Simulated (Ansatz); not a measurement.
## Electronic structure of AlCl2H in real space

```xyz
4

Al    0.4571    0.0000    0.1060
Cl    0.7279    0.0000    2.1814
H     1.6840    0.0000   -0.8715
Cl   -1.5022    0.0000   -0.6266
```

Computed with Ansatz 0.2.0, RKS PBE0-D4/def2-SVP.

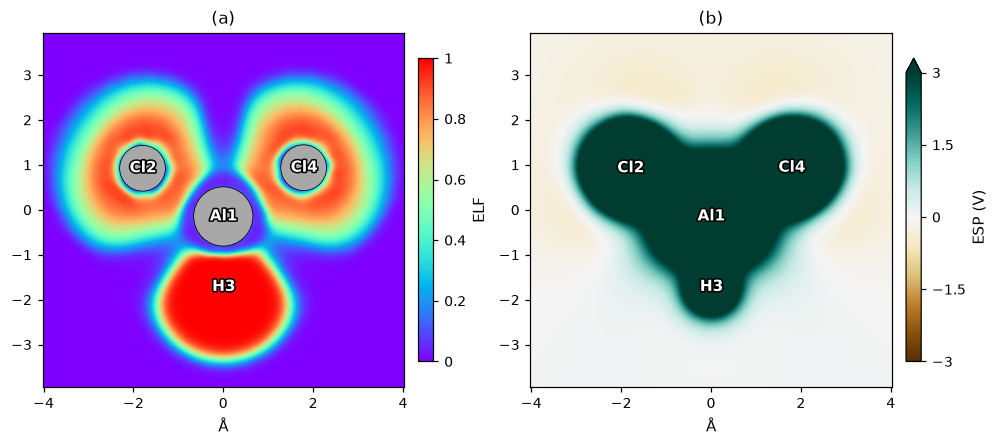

Figure 1. (a) electron localisation function; (b) molecular electrostatic potential on the molecular plane. Grey discs cover the atomic cores in the ELF map.

Q: Describe what can be read from this map.

A: The plane passes through Al, Cl and H nuclei. Al–Cl (2.09 Å): the ELF peaks at about 0.90 in the valence shell of Cl, 0.9 Å from its nucleus, and is about 0.80 at the midpoint. Al–H (1.57 Å): the ELF climbs to about 1 towards the hydrogen. The ELF also peaks beside Cl2 and Cl4, away from the bonds: lone-pair regions. Outside the dense part of the molecule the potential is most negative (−0.5 V) near Cl2 and Cl4.

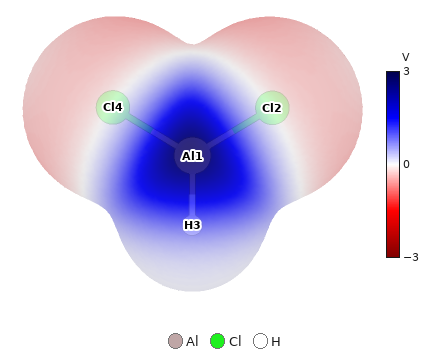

Figure 2. The electrostatic potential painted on the density surface at 0.001 e/bohr³, seen across its widest extent; red is negative and blue positive.

Q: Which sites attract a positive test charge, and which a negative one?

A: A positive charge is drawn to the negative regions and a negative charge to the positive ones. The most negative region (about −0.5 V) lies over Cl2 and Cl4, the most positive (about +2.7 V) over Al1.

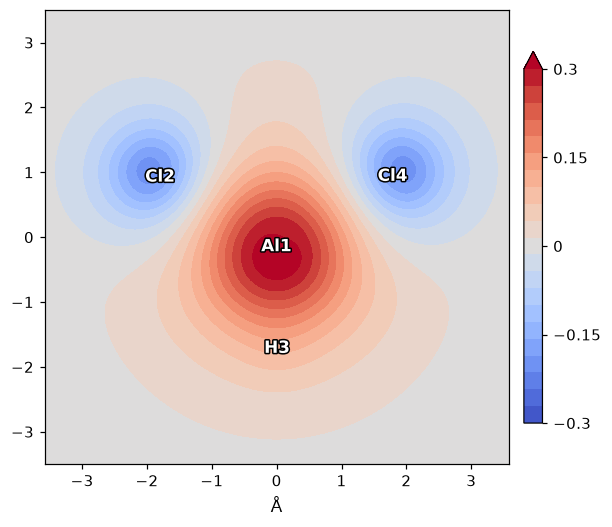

Figure 3. One frontier orbital on a plane 0.8 Å above the molecular plane (values in Å⁻³ᐟ²; the overall sign is arbitrary).

Q: Which orbital is it: HOMO or LUMO?

A: The LUMO, at −1.35 eV. Its weight (Hirshfeld) is mainly on Al1 (about 75 %), Cl2 (about 10 %) and Cl4 (about 10 %); it changes sign across the molecular plane (π type).
